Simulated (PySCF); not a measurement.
**C$_{3}$H$_{10}$NPSi: density, localisation and related maps**

Input

```
{"job": {"kind": "nmr", "xc": "PBE0", "basis": "pcSseg-1"}, "charge": 0, "multiplicity": 1}
C     -1.910558     0.065411    -0.267784
N     -0.500457    -0.208807    -0.139708
C     -0.182885    -1.581421     0.161008
C      0.407710     0.786776    -0.012113
Si     2.268888     0.431312     0.091295
P      0.117105     2.470884     0.016423
H     -2.342729     0.430832     0.671346
H     -2.426153    -0.848770    -0.556768
H     -2.071370     0.816359    -1.043709
H     -0.632295    -2.235980    -0.590670
H      0.891672    -1.735682     0.156606
H     -0.572271    -1.867264     1.145647
H      2.574804    -0.262945     1.350361
H      2.977160     1.701070     0.027647
H      2.673505    -0.443716    -1.018494
H     -1.279725     2.490886    -0.002499
```

Run with:

```sh
OMP_NUM_THREADS=1 python probes_run.py task.json out
```

Geometry: GFN2-xTB.

Theory: PBE0/pcSseg-1, SCF density, gas phase, non-relativistic (PySCF 2.14.0).

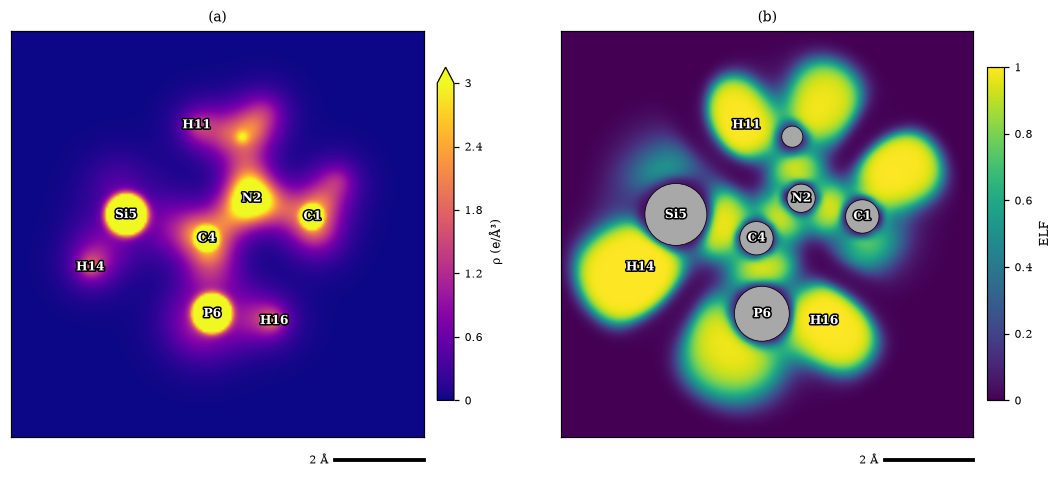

Figure 1. (a) electron density; (b) electron localisation function on the plane of atoms Si5, C4 and P6. Grey discs cover the atomic cores in the ELF map.

> What does the map show?

- Atoms in the plane: C, N, Si, P and H.
- C–N (1.35 Å): the density is about 2.3 e/Å³ at the midpoint; the ELF peaks at about 0.90 between the atoms: a covalent bond.
- C–P (1.71 Å): ρ at the midpoint is about 1.3 e/Å³; the ELF peaks at about 0.95 between the atoms; localised, covalent bonding.
- C–Si (1.90 Å): the density is about 0.91 e/Å³ at the midpoint; the ELF peaks at about 0.95 between the atoms; a covalent bond.
- C–N (1.44 Å): ρ at the midpoint is about 2 e/Å³; the ELF peaks at about 0.95 between the atoms (a covalent bond).
- P–H (1.40 Å): the density is about 1.1 e/Å³ at the midpoint; the ELF climbs to about 1 towards the hydrogen, as it does in any bond to H.
- The ELF also peaks beside P6, away from the bonds: lone-pair regions.

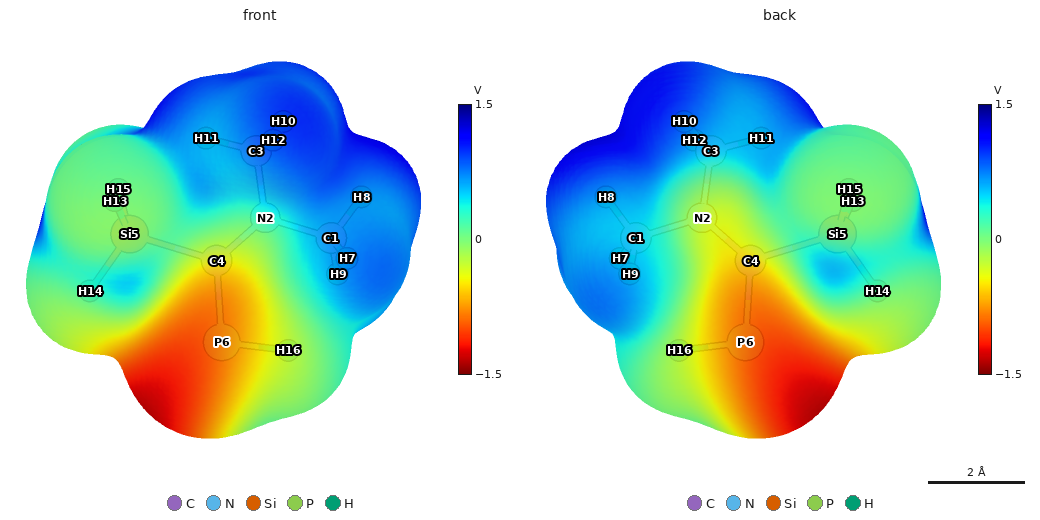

Figure 2. The molecular electrostatic potential painted on the density surface at 0.002 e/bohr³, seen from the front and from behind; the colour scale runs from red (negative) to blue (positive).

> Describe the electrostatic potential map.

The most negative region (about −1.3 V, or −30 kcal/mol for a unit charge) lies over P6, the most positive (about +1.2 V, or +28 kcal/mol for a unit charge) over H8 and H10.
